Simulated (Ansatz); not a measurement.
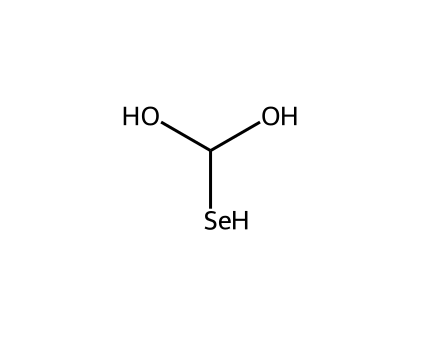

Skeletal drawing of a molecule.

Give its SMILES.

Answer. OC(O)[SeH]

Give the formula, hydrogens included.

Answer. CH4O2Se.

An optimisation with PBE0-D4/def2-TZVP gave a structure of which point group?

Answer. Cs.

The parts below concern this one geometry. Atoms keep their numbers from picture to picture. The geometry was computed by an optimisation with PBE0-D4/def2-TZVP.

Shape

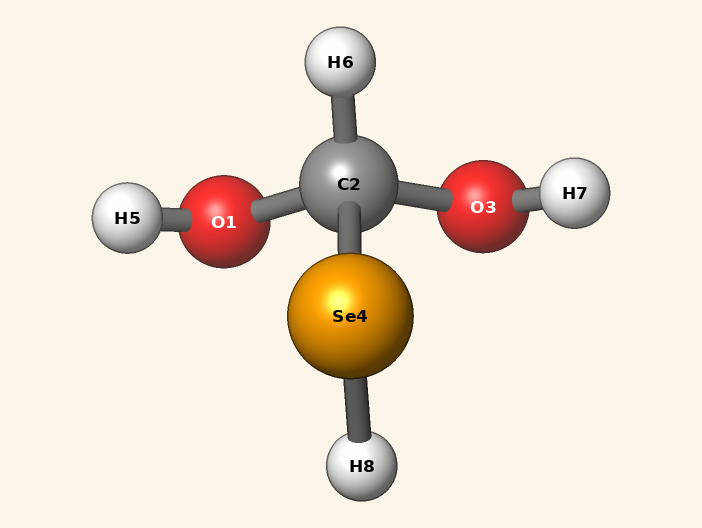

The atoms are numbered.

How are the neighbours of atom 2 arranged?

Answer. C2 has 4 neighbours (O1 at 1.37, O3 at 1.37, Se4 at 2.02, H6 at 1.10 Å); the arrangement is tetrahedral.

Describe the coordination of atom 1.

Answer. O1 has 2 neighbours (C2 at 1.37, H5 at 0.96 Å); the arrangement is bent.

How are the neighbours of atom 4 arranged?

Answer. Se4 has 2 neighbours (C2 at 2.02, H8 at 1.47 Å); the arrangement is bent.

Charges

The questions are on Mulliken charges. Level of theory: RKS r2SCAN-D4/def2-TZVPP (Ansatz 0.2.0).

Which atom carries the highest charge (most positive or least negative)?

Answer. C2 (0.22 e).

And the lowest?

Answer. O1, O3 (−0.29 e).

List the Mulliken charges.

```csv
atom,value (e)
O1,−0.29
C2,0.22
O3,−0.29
Se4,−0.20
H5,0.21
H6,0.08
H7,0.21
H8,0.06
```

Electronic properties

Method: RKS r2SCANh-D4/def2-TZVPP (Ansatz 0.2.0).

What is the HOMO energy (Kohn–Sham orbital)?

Answer. −6.48 eV.

What is the dispersion correction?

Answer. −3.4 kJ/mol.

What is the HOMO–LUMO gap?

Answer. 5.88 eV.

Vibrations

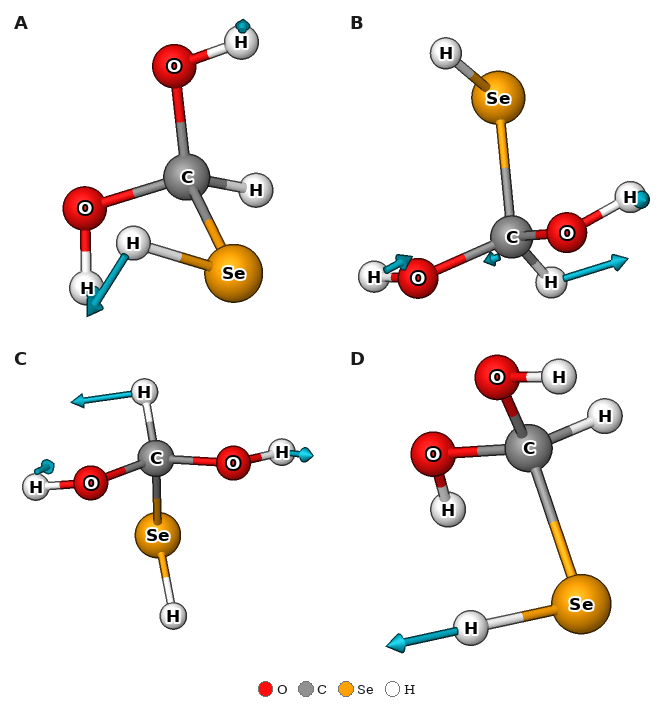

4 normal modes of one molecule or complex, as arrows. Harmonic vibrations computed with RKS PBE0-D4/def2-TZVP (Ansatz 0.2.0) at a stationary point of the same level.

Match the panels to the wavenumbers 249 cm⁻¹, 1259 cm⁻¹, 1420 cm⁻¹, 2446 cm⁻¹.

Answer. A: 249 cm⁻¹, a torsion or out-of-plane motion in which bond lengths and bond angles hardly change
B: 1420 cm⁻¹
C: 1259 cm⁻¹, angle bending
D: 2446 cm⁻¹, Se–H stretching

Thermal motion

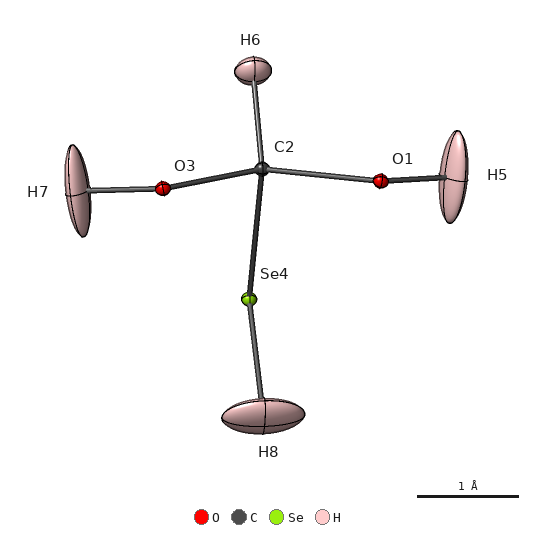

Displacement ellipsoids at the 50 % level, from the internal vibrations of the free molecule (harmonic, no overall translation or rotation; no half-axis is drawn under 0.075 Å). Vibrations computed with RKS PBE0-D4/def2-TZVP (Ansatz 0.2.0). Temperature: 100 K.

Which atom moves most?

Answer. H5, H7, with U_eq = 0.0378 Å².

Does H7 move more along its bond or across it?

Answer. Across it: the root-mean-square amplitude is 0.071 Å along the bond and up to 0.304 Å across, since bending and torsion are softer than stretching.

Give the displacement parameters, one line for each set of equivalent atoms.

| atom | U_eq (Å²) | rms amplitudes (Å) |
| --- | --- | --- |
| O1, O3 | 0.0014 | 0.027, 0.030, 0.049 |
| C2 | 0.0016 | 0.037, 0.040, 0.044 |
| Se4 | 0.00012 | 0.003, 0.010, 0.016 |
| H5, H7 | 0.0377 | 0.070, 0.126, 0.304 |
| H6 | 0.0117 | 0.081, 0.118, 0.120 |
| H8 | 0.0346 | 0.082, 0.161, 0.267 |

Mulliken values depend strongly on the basis set and can even reverse the polarity of a bond.
